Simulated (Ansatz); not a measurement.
# AlH4NOSi: the cost of one run

All numbers below are computed with Ansatz 0.2.0 (RKS B3LYP/cc-pVDZ).

### Step 1. The starting structure

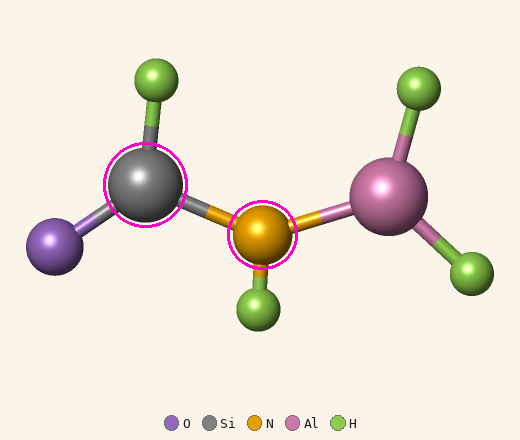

Start, viewed from a chosen angle; oxygen purple, silicon grey, nitrogen amber, aluminium pink, hydrogen green. Ringed: Si2, N3.

Coordinates:

```xyz
8

O    -0.6126    2.9099    0.4092
Si   -0.3611    1.6314   -0.3489
N    -0.0109    0.1325    0.4451
Al    0.3413   -1.5914    0.0405
H    -0.3490    1.3626   -1.7695
H    -0.0060    0.2775    1.4560
H     0.4126   -2.1174   -1.4076
H     0.5857   -2.6052    1.1753
```

### Step 2. End point A

input.yaml reads:

```yaml
crystal:
  periodic: [false, false, false]
  atoms:
    - { symbol: O, position_ang: [-0.61263, 2.90994, 0.4092] }
    - { symbol: Si, position_ang: [-0.36112, 1.63137, -0.34891] }
    - { symbol: "N", position_ang: [-0.01086, 0.13249, 0.44506] }
    - { symbol: Al, position_ang: [0.34132, -1.59138, 0.04046] }
    - { symbol: H, position_ang: [-0.34903, 1.3626, -1.76946] }
    - { symbol: H, position_ang: [-0.00595, 0.27751, 1.45599] }
    - { symbol: H, position_ang: [0.41261, -2.11736, -1.40761] }
    - { symbol: H, position_ang: [0.58566, -2.60516, 1.17527] }
basis:
  gaussian: { orbitals: cc-pVDZ }
hamiltonian:
  xc: b3lyp
relax:
  f_tol: 0.015
  max_steps: 40
```

On the command line:

```bash
$ ansatz run input.yaml --threads 1 --pin off --max-ram 2048MiB --backend cpu --events-out ev --progress --plain --runs-dir out
```

Q: Estimate wall time and peak memory on 1 thread of Arm Neoverse V2, shared host.

About 29 s, with a peak of 0.16 GiB.
